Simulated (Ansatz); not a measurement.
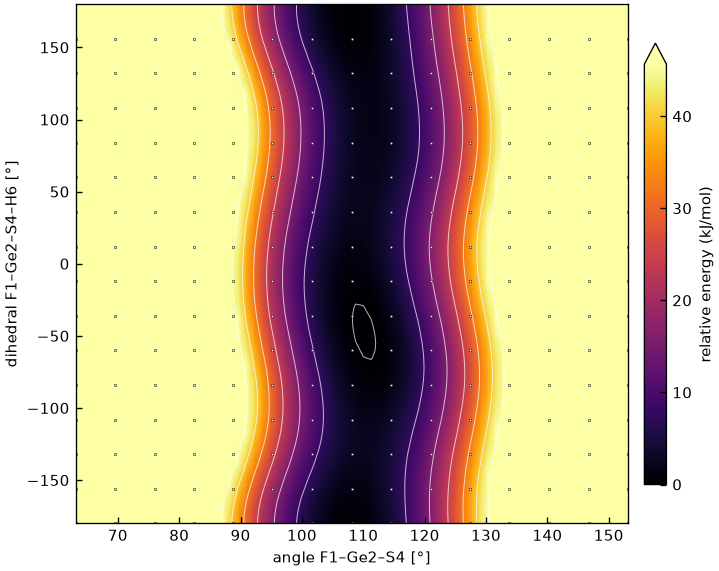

ClF₂GeHS, SMILES [F][Ge]([F])([SH])[Cl]. The first coordinate is: angle F1–Ge2–S4; the second: dihedral F1–Ge2–S4–H6. Nothing is relaxed (all other coordinates rigid). The grid has 15 × 15 points. All energies are given in kJ/mol relative to the lowest grid point. All numbers below come from RHF/def2-SVP in Ansatz 0.2.0.

Drawn: a smooth colour map with a few white contour lines, dots at the grid points, one colour for all values above the top of the scale. Between grid points the surface is interpolated.

> Where is the minimum, and how stiff is the well along each coordinate?

The interpolated minimum is at angle F1–Ge2–S4 ≈ 110.1°, dihedral F1–Ge2–S4–H6 ≈ −47°. The curvatures there are about 6.9 eV/rad² and 0.07 eV/rad², with a cross term of about 0.33 eV/rad². Round the minimum the valley is somewhat tilted: raising angle F1–Ge2–S4 shifts the best value of dihedral F1–Ge2–S4–H6 downwards (coupling k₁₂/√(k₁₁k₂₂) about 0.5). (1 eV is 96.5 kJ/mol.)
